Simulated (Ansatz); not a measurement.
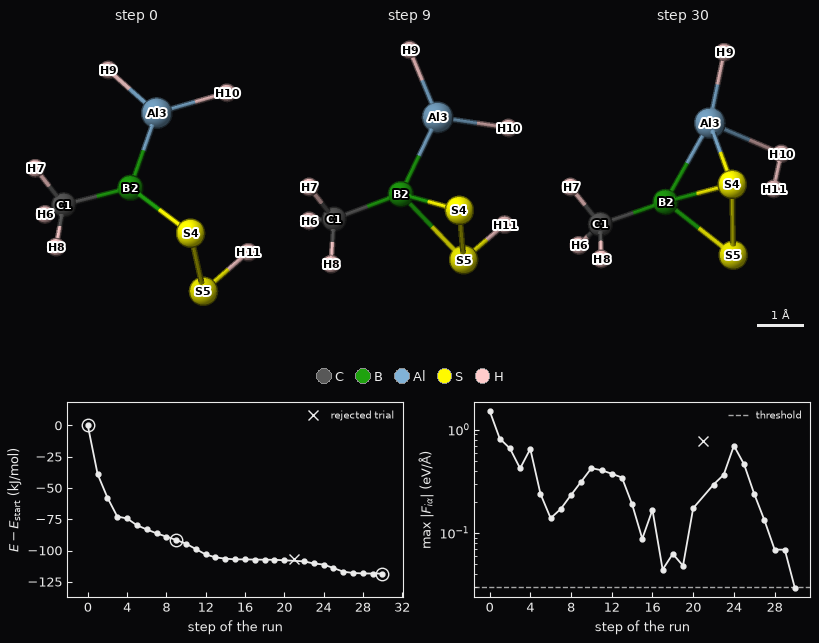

Frames of a relaxation of CH6AlBS2 (coarse preliminary run), marked on the history of the run. The picture is a ball-and-stick view, seen at a tilt.

The start comes from a force field.

Computed with RKS PBE-D4/def2-SVP (Ansatz 0.2.0). Settings: force threshold 0.03 eV/Å; at most 200 steps.

### Describe the path.

The atom that moves furthest after the best rigid fit is H9 (1.82 Å). Largest moves by element: H 1.82 Å, S 1.10 Å, B 0.58 Å, C 0.48 Å, Al 0.30 Å. Near-neighbour distances that change, for instance: H10–H11 3.571 → 0.839 Å, Al3–H11 3.701 → 2.144 Å, Al3–S5 4.092 → 3.014 Å, B2–S5 2.915 → 1.909 Å. New bonds form, among them: B2–S5 (2.92 → 1.91 Å), H10–H11 (3.57 → 0.84 Å). Bonds break, among them: S5–H11 (1.40 → 2.09 Å). Bond angles that change, for instance: Al3–B2–S4 117.7° → 71.0°, B2–S4–S5 93.3° → 53.6°, B2–Al3–H9 121.9° → 158.5°. The energy falls by 118.5 kJ/mol in 29 accepted moves (30 points after the start). The largest force component goes from 1.5 to 0.029 eV/Å. The line search rejected the trial step at point 21 of the run. The run took 39 s on 4 threads of Arm Neoverse V2, on a shared host. From step 0 to 9: H10 moves most (0.98 Å), energy −91.6 kJ/mol. From step 9 to 30: H9 moves most (1.01 Å), energy −26.9 kJ/mol.

```csv
step,"E − E(0), kJ/mol","largest force component, eV/Å",note
0,0.00,1.5285,
1,-38.96,0.8189,
2,-57.71,0.6583,
3,-72.81,0.4215,
4,-74.36,0.6513,
5,-79.80,0.2387,
6,-83.14,0.1387,
7,-86.25,0.1708,
8,-88.91,0.2326,
9,-91.58,0.3134,
10,-94.56,0.4236,
11,-98.82,0.4045,
12,-103.15,0.3741,
13,-105.47,0.3438,
14,-106.52,0.1897,
15,-107.07,0.0877,
16,-107.08,0.1672,
17,-107.25,0.0441,
18,-107.35,0.0626,
19,-107.43,0.0480,
21,-106.95,0.7794,rejected
22,-108.67,0.2939,
23,-110.35,0.3661,
24,-111.21,0.6993,
25,-113.98,0.4615,
26,-116.90,0.2380,
27,-117.94,0.1325,
28,-118.31,0.0690,
29,-118.41,0.0686,
30,-118.47,0.0289,
```
